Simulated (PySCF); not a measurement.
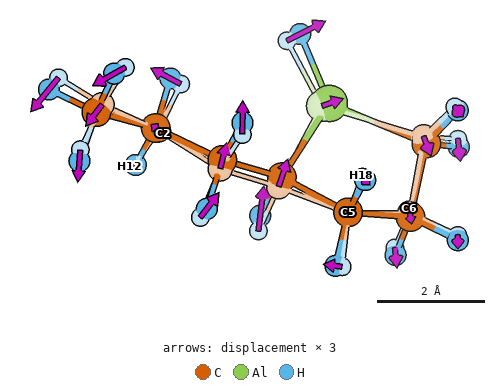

A relaxation of C7H15Al. The starting structure is drawn faded, the final one solid; purple arrows show the displacements, 3 times their true length. The two geometries are superimposed by the best rigid fit.

A ball-and-stick model, seen from a free direction.

The start comes from GFN2-xTB.

Level of theory: PySCF, PBE0-D3(BJ)/def2-SVP geometry optimisation, gas phase. 

Atoms of which element are displaced furthest, and by how much?

Answer. Hydrogen: up to 0.31 Å, against 0.19 Å for carbon.

What did the optimiser do to the structure, and how much energy did it gain?

Answer. The energy falls by 4.16 kcal/mol in 6 geometry steps. The largest force component goes from 1 to 0.017 eV/Å. The largest move after the best rigid fit is that of an H atom, 0.31 Å. Largest moves by element: H 0.31 Å, C 0.19 Å, Al 0.15 Å. Among the contacts that change: Al–H 1.542 → 1.595 Å, Al–C 2.016 → 1.979 Å, Al–C 1.999 → 1.967 Å, C–H 1.095 → 1.108 Å. Among the angles between lasting bonds that change: Al–C–H 113.7° → 103.9°, Al–C–H 114.5° → 108.3°, C–C–Al 118.3° → 122.9°.
